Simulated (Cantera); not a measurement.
Input: 1 mol B2H6, 0.31 mol H2O, 100 mol H2, equilibrated at 10.0 mbar.

Cantera equilibrium calculation (NASA polynomials, part measured and part estimated; ideal gas, pure solids and liquids). Candidate condensed phases: B, B2O3, B3O3H3, H2O; 23 gas species. The feed counts by its element totals alone. Mutual solubility and eutectic melting of coexisting phases are not modelled. The numbers say what is thermodynamically allowed, not how fast it happens.

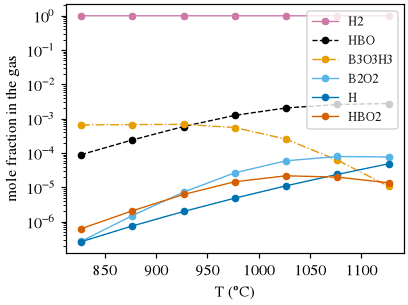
Equilibrium gas composition (values under 1e-9 drawn at 1e-9)

From 827 °C to 927 °C the condensed part is B(s) + B2O3(l). From 977 °C to 1127 °C the condensed part is B(s). The main B-bearing gas is B3O3H3 at 827 °C and HBO at 1127 °C.
